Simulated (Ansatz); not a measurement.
# EuIn2N2: relaxing a made-up structure, part 2 of 2

This structure for EuIn2N2 is made up. Its elements were placed in a known structure type with a cell scaled to their sizes. What cell does the guess relax to, and how far off was it?

Ansatz 0.2.0; DFT, PBE, plane-wave PAW, default files, scalar-relativistic, ferromagnetic start, cell and ions relaxed at zero pressure (the session's first sound run).

So far, absolute magnetization (μB): step 2 (relaxation of the guess) 7.47.

### Step 3. Electronic structure of the relaxed cell

A second self-consistent run takes a narrower smearing and the mesh shown in its input; the bands follow along the standard path of the relaxed lattice.

This step: DFT, PBE, plane-wave PAW, default files, scalar-relativistic, ferromagnetic start, bands and density of states at the relaxed cell (Ansatz 0.2.0).

Input file input.yaml:

```yaml
crystal:
  lattice:
    - [0.0, 2.9149065528, 5.8171204854]
    - [2.9125612389, 0.0, 5.8171204854]
    - [2.9125612389, 2.9149065528, 0.0]
  atoms:
    - { symbol: Eu, position: [0.0, 0.0, 0.0], spin: 7.0 }
    - { symbol: In, position: [0.25, 0.25, 0.25] }
    - { symbol: In, position: [0.75, 0.75, 0.75] }
    - { symbol: "N", position: [0.6467839409, 0.6467839409, 0.3532160591] }
    - { symbol: "N", position: [0.3532160591, 0.3532160591, 0.6467839409] }
magnetization:
  spin_polarized: true
kpoints:
  mp_grid: { grid: [8, 8, 8] }
  band_path:
    path:
      - [[0.0, 0.0, 0.0], [0.0, 0.5, 0.5], [0.06278572, 0.5, 0.56278572], [0.28139286, 0.28139286, 0.56278572], [0.0, 0.0, 0.0], [-0.5, -0.5, 0.0], [-0.28139286, -0.28139286, 0.43721428], [0.0, 0.0, 0.5], [-0.25, 0.25, 0.5], [-0.5, -0.06278572, 0.43721428], [-0.5, -0.5, 0.0]]
      - [[0.0, 0.5, 0.5], [-0.25, 0.25, 0.5]]
    npoints: 7
scf:
  occupations: { method: fermi_dirac, width: 0.03 }
  n_extra_bands: 13
hamiltonian:
  xc: pbe
  pseudopotentials: { kind: paw }
output:
  forces: true
  stress: true
  write_bands: true
  dos: { projected: true }
  write_density: true
  write_potential: true
  elf: true
  volumetric_format: npy
```

Command:

```console
ansatz run input.yaml --threads 4 --pin off --max-ram 10240MiB --backend cpu --events-out ev --progress --plain --runs-dir out
```

Numbers of over 12 decimals in the logs are rounded to 6 here.

What it wrote:

```text
Eu: projections on atomic orbitals take those of the free atom [Kr 4d10] 4f7 5s2 5p6 5d0 6s2, of charge +0.00 (hamiltonian.pseudopotentials.projection_atoms); the dataset's partial waves leave at most 1.0e-3 of an orbital's norm unspanned inside its sphere
[...]
Crystal: 5 atoms, lattice volume = 98.773 Å³
Basis set: ecut = 420 eV, 1935 PW (Γ), exchange–correlation on 90×90×60 points (8 copies of the dense FFT grid, shifted against one another)
Bands: 40, of which v1, the nominal top of the filled ones, is band 27 counted from 1 (26 counted from 0)
Symmetry: 8 space group operations
[...]
k-points: 95 of 512
[...]
Starting moments: Σ|m| = 7 μB on 1 of 5 sites
[...]
SCF iter   1: F=—  HF=-20728.192785 eV  |F-HF|=—  |Δ(HF+E_count)|=         —  Δρ=2.92e-2 (↑2.92e-2 ↓2.82e-2)  dr2=7.80e0  dr2_m=1.71e-1  M=6.571 μB ∫|m|=6.620 μB  β_m=0.30  ethr=3.10e-3  ⟨swp⟩=6.6  Hψ=32241  notcnv=0  defer=1
[...]
SCF iter  14: F=-20727.367173 eV  HF=-20727.367173 eV  |F-HF|=8.51e-10  |Δ(HF+E_count)|=   2.24e-9  Δρ=1.85e-6 (↑1.85e-6 ↓7.70e-7)  dr2=4.38e-9  dr2_m=8.96e-10  M=7.398 μB ∫|m|=7.405 μB  ethr=5.15e-11  ⟨swp⟩=13.2  Hψ=54355  notcnv=0
SCF 1 converged in 14 iterations: F = -20727.367173 eV  dr2 = 4.38e-9
[...]
NSCF: frozen V_eff on 79 k-points
SCF converged after 14 iterations
Magnetization: 7.3982 μB (30.1991 up, 22.8009 down)
Absolute magnetization: 7.4056 μB (∫|ρ↑−ρ↓|, with the PAW one-centre terms)
[...]
Per-site moments (μB) at R_I (Å): [(6.966645, 1.392719), (0.015756, 0.983701), (0.015756, 0.983701), (0.014952, 0.983701), (0.014952, 0.983701)]
Free energy (F): -20727.367173 eV
[...]
Internal energy: -20727.356491 eV  (E = F + TS)
E sigma→0 (E₀):  -20727.361832 eV
Entropy (-TS):   -0.010682 eV (-2.136 meV/atom)
Fermi energy:    11.045387 eV
[...]
--- Forces (eV/Å), atoms counted from 1 ---
  atom   1  Eu     0.00000000     0.00000000     0.00000000
  atom   2  In     0.00000000     0.00000000     0.00000000
  atom   3  In     0.00000000     0.00000000     0.00000000
  atom   4  N      0.00000000     0.00000000     0.04145140
  atom   5  N      0.00000000     0.00000000    -0.04145140
  max |Σ_I F_I| component: 6.94e-18 eV/Å
--- Stress (GPa, compression-positive) ---
        0.133050       0.000000       0.000000
        0.000000       0.108257       0.000000
        0.000000       0.000000      -0.267958
  P = ⅓ Tr σ = -0.0089 GPa (-0.089 kbar)
--- Band table (eV; the first three rows and the last of 190) ---
  k-point 0 ↑: bands = [... 23 lower, 10.2584, 10.5108, 10.5543, 10.5545, 10.5843, 10.6304, 10.6308, 10.8917, ... 9 higher]
  k-point 1 ↑: bands = [... 23 lower, 10.3826, 10.5187, 10.5485, 10.5548, 10.5777, 10.5857, 10.6287, 11.1182, ... 9 higher]
  k-point 2 ↑: bands = [... 23 lower, 10.4638, 10.5234, 10.5442, 10.5493, 10.5541, 10.5941, 10.6280, 10.8602, ... 9 higher]
  k-point 94 ↓: bands = [... 23 lower, 10.4150, 10.8419, 13.1031, 14.1174, 14.2791, 14.7337, 14.7408, 14.8517, ... 9 higher]
```

Elapsed: 16 s, on 4 threads of Intel Xeon Platinum 8488C (Sapphire Rapids), shared host; peak memory 0.9 GiB; 61 s of CPU time.

Reading the cycles: dr2 is the Hartree energy of the density residual (eV), the measure of convergence; HF is the Harris–Foulkes estimate of the energy, which meets the free energy F at convergence.

Numbers from this step:

| Item | Value |
| --- | --- |
| free energy | -20727.3672 eV |
| energy at zero smearing | -20727.3618 eV |
| smearing term TS | 0.01068 eV |
| Fermi energy | 11.05 eV |
| magnetization | 7.398 μB |
| absolute magnetization | 7.406 μB |
| site moments | 6.967, 0.01576, 0.01576, 0.01495, 0.01495 μB |
| pressure | -0.008884 GPa |

bands.tsv at the labelled points (eV, zero at the Fermi level; the bands that come nearest the Fermi level along the path):

```
point  band_28_up  band_29_up  band_30_up  band_31_up  band_32_up  band_22_dn  band_23_dn  band_24_dn
    Γ       -0.41       -0.41       -0.15        0.32        0.40       -1.61        0.02        0.63
    X       -0.45       -0.31        1.76        2.35        2.38        0.16        1.93        2.33
    Y       -0.45       -0.16        1.69        2.33        2.33        0.31        1.81        2.31
    S       -0.42       -0.41       -0.32        0.70        1.52       -0.53       -0.40        1.39
    Γ       -0.41       -0.41       -0.15        0.32        0.40       -1.61        0.02        0.63
    Z       -0.46       -0.43       -0.43       -0.26        1.36       -0.70       -0.63       -0.20
   S1       -0.42       -0.41       -0.32        0.70        1.52       -0.53       -0.40        1.39
    N       -0.42       -0.41       -0.02        0.93        1.44       -0.71       -0.04        1.70
    P       -0.45        0.41        0.72        2.34        2.35        0.81        1.06        2.43
   Y1       -0.45       -0.16        1.68        2.32        2.34        0.31        1.80        2.31
    Z       -0.46       -0.43       -0.43       -0.26        1.36       -0.70       -0.63       -0.20
    X       -0.45       -0.31        1.76        2.35        2.38        0.16        1.93        2.33
    P       -0.45        0.41        0.72        2.34        2.35        0.81        1.06        2.43
```

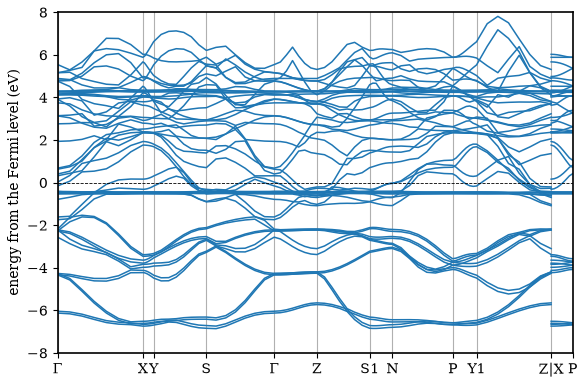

Bands along the path. 32 bands lie wholly below the window drawn.

Counts of states for the cell as run, both spins, by energy window (eV from the Fermi level):

```
from  to  total
  -8  -7   0.00
  -7  -6   3.12
  -6  -5   0.73
  -5  -4   1.60
  -4  -3   2.53
  -3  -2   3.56
  -2  -1   0.56
  -1   0   8.80
   0   1   2.43
   1   2   2.77
   2   3   4.30
   3   4   4.86
```

Below -8 eV lie 32.0 more states.

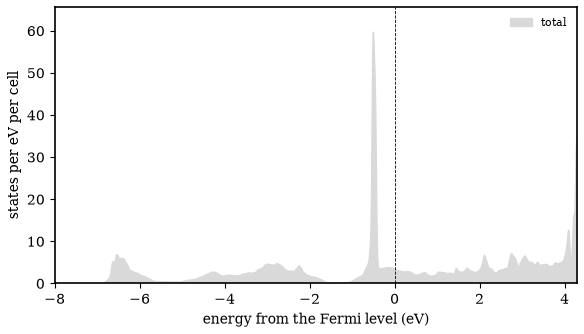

Total density of states, smoothed over about 0.04 eV.

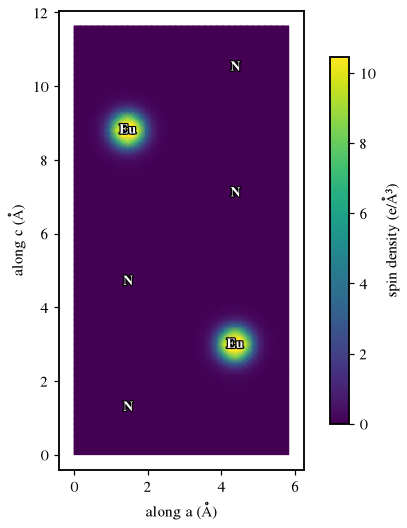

Spin density in the ac plane of the conventional cell at fractional y = 0.000, with atoms of Eu and N within 0.2 Å of it. The map starts off the cell's origin, so that atoms lie inside it.

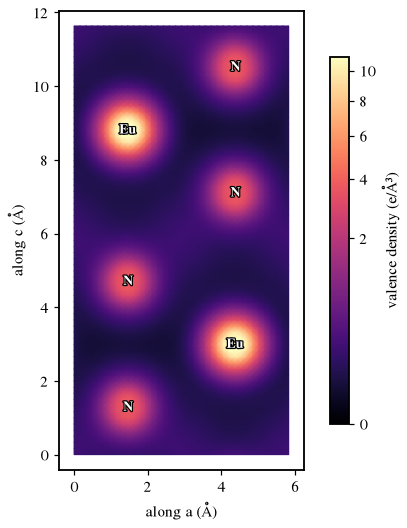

Valence density in the ac plane of the conventional cell at fractional y = 0.000, with atoms of Eu and N within 0.2 Å of it. It is the smooth field of the valence electrons, not physical close to the nuclei. The map starts off the cell's origin, so that atoms lie inside it. The colour scale is stretched toward low values.

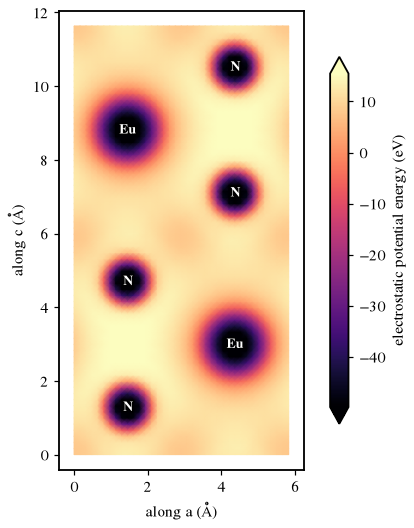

Electrostatic potential energy in the ac plane of the conventional cell at fractional y = 0.000, with atoms of Eu and N within 0.2 Å of it. With pseudopotentials it is smooth inside the atoms' cores, unlike the true potential. The map starts off the cell's origin, so that atoms lie inside it.

### Step 4. What came out

| Item | Value |
| --- | --- |
| space group, relaxed | I4/mmm |
| conventional cell | a = 4.121, b = 4.121, c = 11.634 Å; α = 90.0°, β = 90.0°, γ = 90.0° |
| volume per atom | 19.75 Å³ (guess 18.95) |
| total moment | 7.46 μB in the cell of 5 atoms |

**Reading.** EuIn2N2 relaxes to I4/mmm with a = 4.121, b = 4.121 and c = 11.634 Å. The guessed volume was 4 % too small. The symmetry rose from Fmmm to I4/mmm, so the distortion of the structure type doesn't survive with these elements. The input starts from parallel moments, and no other start was typed. The f shell may be open and has no Hubbard U, so its place in energy and the volume are uncertain. Bands cross the Fermi level, so it is a metal or semimetal at this level. On the 8×8×8 mesh with the narrower smearing (relaxed on 7×7×7) the largest force component is 0.041 eV/Å and the largest stress component is 0.268 GPa, against the relaxation's thresholds of 0.015 eV/Å and 0.05 GPa. The cutoff wasn't tested. Spin-orbit coupling is left out, which can matter for elements this heavy. No dispersion term is used, so weakly bound directions may come out too long. Nothing here tests whether the compound is stable against decomposition.

[Logs are printed without paths, hosts, clocks, repeated set-up lines and the standing remarks that a program may print on its own settings, such as how far it seeks lower states.]

[Hosts, paths, dates, database ids (printed as entryN), source tags and the programs' standing remarks are cut or masked in the printed files.]
